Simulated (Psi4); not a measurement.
# Geometry relaxation of GeH₃Br (part 2 of 2)

GeH₃Br, SMILES [GeH3][Br]; PBE0/def2-TZVP, RKS, dispersion D4 (Psi4 1.11). The geometry comes from this level: own PBE0/def2-TZVP.

Log, continued
```
  Basis Set: (DEF2-TZVP AUX)
    Blend: DEF2-UNIVERSAL-JKFIT
    Number of shells: 138
    Number of basis functions: 586
    Number of Cartesian functions: 802
    Spherical Harmonics?: true
    Max angular momentum: 5

  ==> DFT Potential <==

   => LibXC <=

    Version 7.1.2

   => Composite Functional: PBE0-D4BJEEQATM <=

    PBE0-d4bjeeqatm Hyb-GGA Exchange-Correlation Functional

    Deriv               =              1
    GGA                 =           TRUE
    Meta                =          FALSE

    Exchange Hybrid     =           TRUE
    MP2 Hybrid          =          FALSE

   => Exchange Functionals <=

    0.7500   Perdew, Burke & Ernzerhof

   => Exact (HF) Exchange <=

    0.2500               HF

   => Correlation Functionals <=

    1.0000   Perdew, Burke & Ernzerhof

   => LibXC Density Thresholds  <==

    XC_HYB_GGA_XC_PBEH:  1.00E-15

   => Molecular Quadrature <=

    Radial Scheme          =       TREUTLER
    Pruning Scheme         =           NONE
    Nuclear Scheme         =       TREUTLER

    Blocking Scheme        =         OCTREE
    BS radius alpha        =              1
    Pruning alpha          =              1
    Radial Points          =             75
    Spherical Points       =            302
    Total Points           =         107400
    Total Blocks           =            858
    Max Points             =            255
    Max Functions          =            113
    Weights Tolerance      =       1.00E-15

  -Total Gradient:
     Atom            X                  Y                   Z
    ------   -----------------  -----------------  -----------------
       1       -0.000508350053     0.000019544121     0.000525449423
       2        0.000090391754    -0.000006696219    -0.000086098257
       3        0.000128494917    -0.000021989349    -0.000156551847
       4        0.000150297750     0.000030216897    -0.000122174782
       5        0.000123103846    -0.000018943106    -0.000145784150

	total time  =          1 seconds =       0.02 minutes

    			-----------------------------------------

    			 OPTKING 3.0: for geometry optimizations

    			        with contributions from

    			-----------------------------------------

	                            ===> Fragment 1 <==

	 Z (Atomic Numbers)          Masses                          Geom
	      32.000000            73.921178          1.62427535  0.16470130 -1.46203293
	      35.000000            78.918338         -1.60815787 -0.16303390  1.44755949
	       1.000000             1.007825          1.59829162  2.87394496 -2.48154017
	       1.000000             1.007825          1.09706066 -1.76142095 -3.55796597
	       1.000000             1.007825          4.09630169 -0.42644282 -0.07642904

	 - Coordinate -           - BOHR/RAD -       - ANG/DEG -
	 R(1,2)           =         4.361395           2.307951
	 R(1,3)           =         2.894835           1.531881
	 R(1,4)           =         2.894968           1.531951
	 R(1,5)           =         2.894869           1.531898
	 B(2,1,3)         =         1.874046         107.374935
	 B(2,1,4)         =         1.873417         107.338896
	 B(2,1,5)         =         1.873636         107.351452
	 B(3,1,4)         =         1.945577         111.473327
	 B(3,1,5)         =         1.946950         111.552017
	 B(4,1,5)         =         1.945699         111.480335
	 O(2,1,3,4)       =         1.012333          58.002390
	 O(2,1,3,5)       =        -1.011483         -57.953686
	 O(2,1,4,5)       =         1.012686          58.022654
	 O(3,1,2,4)       =        -0.973348         -55.768731
	 O(3,1,2,5)       =         0.971874          55.684274
	 O(3,1,4,5)       =        -0.861360         -49.352272
	 O(4,1,2,3)       =         0.973637          55.785291
	 O(4,1,2,5)       =        -0.973703         -55.789051
	 O(4,1,3,5)       =         0.861934          49.385207
	 O(5,1,2,3)       =        -0.972062         -55.695034
	 O(5,1,2,4)       =         0.973602          55.783283
	 O(5,1,3,4)       =        -0.861304         -49.349061

	        --- Internal Coordinate Step in ANG or DEG, aJ/ANG or AJ/DEG ---
	-------------------------------------------------------------------------------
	           Coordinate      Previous         Force          Change          New
	           ----------      --------        ------          ------        ------
	               R(1,2)       2.30795        0.00106        0.00047       2.30842
	               R(1,3)       1.53188       -0.00028       -0.00012       1.53177
	               R(1,4)       1.53195       -0.00035       -0.00015       1.53180
	               R(1,5)       1.53190       -0.00033       -0.00014       1.53176
	             B(2,1,3)     107.37494       -0.00000       -0.06122     107.31371
	             B(2,1,4)     107.33890       -0.00000       -0.05101     107.28788
	             B(2,1,5)     107.35145       -0.00000       -0.05093     107.30052
	             B(3,1,4)     111.47333        0.00000        0.06135     111.53468
	             B(3,1,5)     111.55202        0.00000        0.03157     111.58359
	             B(4,1,5)     111.48034        0.00000        0.05671     111.53704
	           O(2,1,3,4)      58.00239        0.00001        0.08409      58.08648
	           O(2,1,3,5)     -57.95369       -0.00001       -0.09775     -58.05144
	           O(2,1,4,5)      58.02265        0.00001        0.07594      58.09859
	           O(3,1,2,4)     -55.76873       -0.00000       -0.01821     -55.78694
	           O(3,1,2,5)      55.68427        0.00000        0.04796      55.73224
	           O(3,1,4,5)     -49.35227        0.00001        0.13715     -49.21512
	           O(4,1,2,3)      55.78529        0.00000        0.01348      55.79877
	           O(4,1,2,5)     -55.78905       -0.00000       -0.01339     -55.80244
	           O(4,1,3,5)      49.38521       -0.00001       -0.14876      49.23644
	           O(5,1,2,3)     -55.69503       -0.00000       -0.04324     -55.73827
	           O(5,1,2,4)      55.78328        0.00000        0.01337      55.79665
	           O(5,1,3,4)     -49.34906        0.00001        0.13502     -49.21404
	-------------------------------------------------------------------------------

	                                 ==> Convergence Check <==

	Measures of convergence in internal coordinates in au.

	Criteria marked as inactive (o), active & met (*), and active & unmet ( ).

	----------------------------------------------------------------------------------------------~
	   Step    Total Energy     Delta E     Max Force     RMS Force      Max Disp      RMS Disp   ~
	----------------------------------------------------------------------------------------------~
	  Convergence Criteria              o    2.00e-04 *             o             o             o~
	----------------------------------------------------------------------------------------------~
	     1   -4652.43282907   -4.65e+03 o    1.40e-04 *    7.03e-05 o    2.60e-03 o    1.22e-03 o  ~
	----------------------------------------------------------------------------------------------

Next Geometry in Ang
	Fragment 1 (Ang)

	   Ge   0.8601945464   0.0871178138  -0.7743657747
	   Br  -0.8506768036  -0.0861775491   0.7656678726
	    H   0.8454289592   1.5210868893  -1.3127150185
	    H   0.5800259604  -0.9324748045  -1.8826807479
	    H   2.1675448448  -0.2256114657  -0.0399788654

    Final optimized geometry and variables:
    Molecular point group: c1
    Full point group: C1

    Geometry (in Angstrom), charge = 0, multiplicity = 1:

    GE           0.859529501415     0.087156176749    -0.773674506751
    BR          -0.851000498585    -0.086273823251     0.766015493249
    H            0.845779501415     1.520826176749    -1.313174506751
    H            0.580539501415    -0.932103823251    -1.882794506751
    H            2.167669501415    -0.225663823251    -0.040444506751

  Variable Map:
  ----------------------------------------------------------------------------
  "CURRENT ENERGY"                                  =>   -4652.432829067066
  "CURRENT REFERENCE ENERGY"                        =>   -4652.432829067066
  "DD SOLVATION ENERGY"                             =>       0.000000000000
  "DFT FUNCTIONAL TOTAL ENERGY"                     =>   -4652.430353755723
  "DFT TOTAL ENERGY"                                =>   -4652.432829067067
  "DFT VV10 ENERGY"                                 =>       0.000000000000
  "DFT XC ENERGY"                                   =>    -128.936144254477
  "DISPERSION CORRECTION ENERGY"                    =>      -0.002475311344
  "GRID ELECTRONS ALPHA"                            =>      35.000001793601
  "GRID ELECTRONS BETA"                             =>      35.000001793601
  "GRID ELECTRONS TOTAL"                            =>      70.000003587201
  "NUCLEAR REPULSION ENERGY"                        =>     308.352190220830
  "ONE-ELECTRON ENERGY"                             =>   -7094.483512606268
  "OPTIMIZATION ITERATIONS"                         =>       1.000000000000
  "PBE0-D4(BJ,EEQ)ATM DISPERSION CORRECTION ENERGY" =>      -0.002475311344
  "PCM POLARIZATION ENERGY"                         =>       0.000000000000
  "PE ENERGY"                                       =>       0.000000000000
  "SCF ITERATION ENERGY"                            =>   -4652.432829067066
  "SCF ITERATIONS"                                  =>      11.000000000000
  "SCF TOTAL ENERGY"                                =>   -4652.432829067066
  "TWO-ELECTRON ENERGY"                             =>    2262.637112884192
  "XC GRID RADIAL POINTS"                           =>      75.000000000000
  "XC GRID SPHERICAL POINTS"                        =>     302.000000000000
  "XC GRID TOTAL POINTS"                            =>  107400.000000000000

  Array Variable Map:
  ----------------------------------------------------------------------------
  "-D GRADIENT"                                     =>       0.000037942140 ... -0.000001822256 5 by 3
  "CURRENT DIPOLE"                                  =>       0.546802541433 ... -0.491720522489 1 by 3
  "CURRENT GRADIENT"                                =>      -0.000508350053 ... -0.000145784150 5 by 3
  "DFT TOTAL GRADIENT"                              =>      -0.000508350053 ... -0.000145784150 5 by 3
  "DISPERSION CORRECTION GRADIENT"                  =>       0.000037942140 ... -0.000001822256 5 by 3
  "PBE0-D4(BJ,EEQ)ATM DISPERSION CORRECTION GRADIENT" =>       0.000037942140 ... -0.000001822256 5 by 3
  "SCF DIPOLE"                                      =>       0.546802541433 ... -0.491720522489 1 by 3
  "SCF TOTAL ENERGIES"                              =>   -4647.703497133543 ... -4652.432829067066 1 by 12
  "SCF TOTAL GRADIENT"                              =>      -0.000508350053 ... -0.000145784150 5 by 3

    Psi4 run time: 0:00:05.95
```

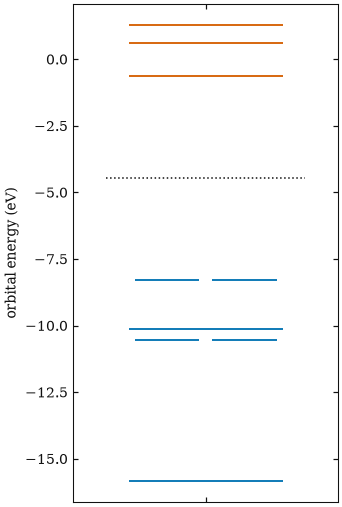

**Figure 1.** Orbital energies near the frontier; the dotted line parts filled from empty levels, and levels within 0.02 eV of each other stand side by side. Highest filled −8.27 eV, lowest empty −0.62 eV, 7.65 eV apart.

This output came from the following input.

The input (calc.dat)
```
memory 3300 mb

molecule {
  0 1
  Ge     0.131820    -0.007430    -0.132290
  Br    -1.578710    -0.180860     1.407400
  H      0.118070     1.426240    -0.671790
  H     -0.147170    -1.026690    -1.241410
  H      1.439960    -0.320250     0.600940
  symmetry c1
}

set {
  basis def2-TZVP
  reference rks
  scf_type df
  geom_maxiter 50
  max_force_g_convergence 0.0002
}

optimize('pbe0-d4')
print_variables()
```

Command:
```bash
psi4 calc.dat calc.out -n 2
```

Summary

| quantity | value |
| --- | --- |
| outcome | converged |
| total energy | −4652.432829 hartree |
| dispersion energy | −0.002475 hartree |
| HOMO | −8.27 eV |
| LUMO | −0.62 eV |
| dipole moment | 1.87 D |
| hardware | 2 threads of Intel Xeon (Granite Rapids), 64 GiB of memory available, shared host |
| wall time | 7.2 s (CPU time 15 s) |
| peak memory | 0.63 GiB |
